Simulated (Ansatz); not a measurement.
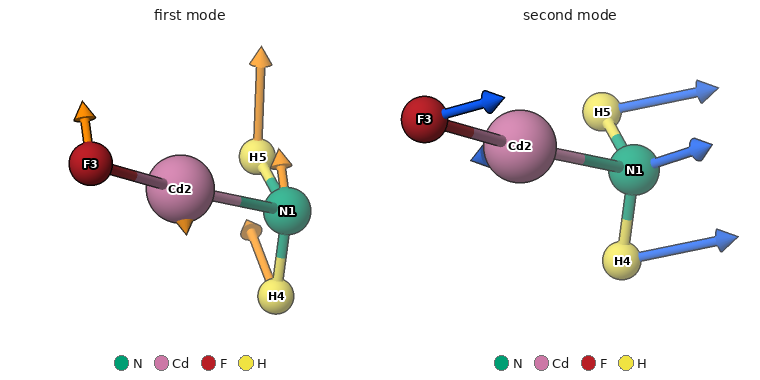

The system is CdFH2N, SMILES [NH2][Cd][F]; the picture shows the reference structure; its two panels give the patterns of the first and the second mode as arrows. The first coordinate is: normal mode 1 (138 cm⁻¹); the second: normal mode 2 (140 cm⁻¹). Nothing is relaxed (straight displacements along the two mass-weighted modes). Grid: 11 × 11 points; 119 points were computed and 2 follow by symmetry. Energies: kJ/mol, counted from the lowest grid point. All numbers below come from RKS PBE-D4/def2-TZVP (Ansatz 0.2.0).

Its coordinates:

```xyz
5

N    -0.3217    0.9534   -0.3582
Cd    0.6012   -0.7385    0.2448
F     1.6580   -2.2886    0.7920
H    -0.9627    0.7174   -1.1238
H    -0.9249    1.2825    0.4038
```

Range: normal mode 1 (138 cm⁻¹) from −1.472 to 1.472 amu½·Å; normal mode 2 (140 cm⁻¹) from −2.20 to 2.20 amu½·Å.

Q: What landscape does the calculation give?

A: The lowest grid point is at normal mode 1 (138 cm⁻¹) = 0.000 amu½·Å, normal mode 2 (140 cm⁻¹) = 0.00 amu½·Å. No other kind of well shows on this grid. The highest grid point, normal mode 1 (138 cm⁻¹) = −1.472 amu½·Å, normal mode 2 (140 cm⁻¹) = −2.20 amu½·Å, lies 37.9 kJ/mol above the lowest.

```tsv
normal mode 2 (140 cm⁻¹) ↓, normal mode 1 (138 cm⁻¹) →	−1.472	−1.177	−0.883	−0.589	−0.294	0.000	0.294	0.589	0.883	1.177	1.472
2.20	37.1	28.9	23.6	20.3	18.6	18.1	18.6	20.3	23.6	29.1	37.3
1.76	28.7	21.0	16.1	13.2	11.7	11.3	11.7	13.2	16.2	21.1	28.8
1.32	22.4	15.1	10.5	7.9	6.6	6.2	6.6	7.9	10.6	15.2	22.5
0.88	18.0	11.0	6.7	4.2	3.1	2.7	3.1	4.2	6.7	11.0	18.0
0.44	15.4	8.6	4.4	2.1	1.0	0.7	1.0	2.1	4.4	8.6	15.4
0.00	14.6	7.8	3.7	1.4	0.3	0.0	0.3	1.4	3.7	7.8	14.6
−0.44	15.5	8.7	4.5	2.1	1.0	0.7	1.0	2.1	4.4	8.7	15.5
−0.88	18.2	11.2	6.8	4.3	3.1	2.7	3.1	4.3	6.8	11.2	18.2
−1.32	22.8	15.5	10.8	8.0	6.7	6.3	6.7	8.0	10.7	15.4	22.7
−1.76	29.4	21.6	16.5	13.5	11.9	11.4	11.9	13.4	16.4	21.5	29.2
−2.20	37.9	29.6	24.1	20.7	18.9	18.3	18.9	20.6	24.0	29.5	37.7
```

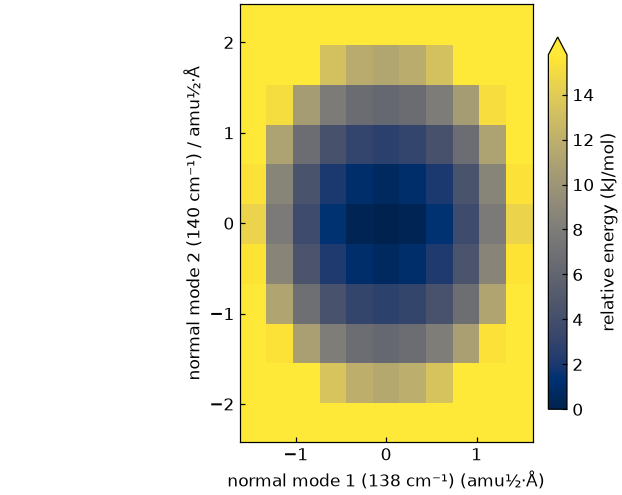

The picture shows one coloured cell a grid point, one colour for all values above the top of the scale.

Each point was launched as `ansatz run input.yaml --threads 1 --pin off --max-ram 2560MiB --backend cpu --events-out ev --progress --plain --runs-dir out`. The whole map (119 points run) took 15 min on 1 thread of AMD EPYC (Zen 3), on a shared host.
